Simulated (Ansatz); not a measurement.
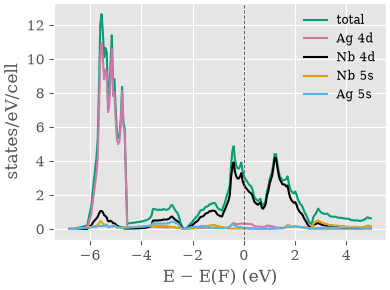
Fig. 1. Total and projected density of states of NbAg (rock salt, Fm-3m), the program Ansatz at the PBE level (PAW)

Task: Which orbitals carry the states next to the Fermi level?

Result: Within 0.5 eV of the Fermi level: Nb 4d 83 %, Ag 4d 9 %. Projections are on Löwdin-orthogonalised atomic valence shells; empty p or d shells of many metals are not among them.

Task: Where is the tallest occupied peak in this window, and what makes it?

Result: Near -5.5 eV, about 13 states/eV per cell; the largest projected share is Ag 4d.

The start of the workflow was typed in or built on a structure type; neither database checked (COD, Materials Project) lists it. Its standing as an ambient phase is unchecked. The PBE relaxation kept the symmetry of its start; its stability against distortions is not shown here. The run is not spin-polarised. The volume moved by 16 % from the start of the relaxation. Its formation energy is positive at this level, so the cell may be metastable or incomplete. Spin–orbit coupling is left out wherever it is not named.

Potentials: the earlier of the program's two PAW sets.
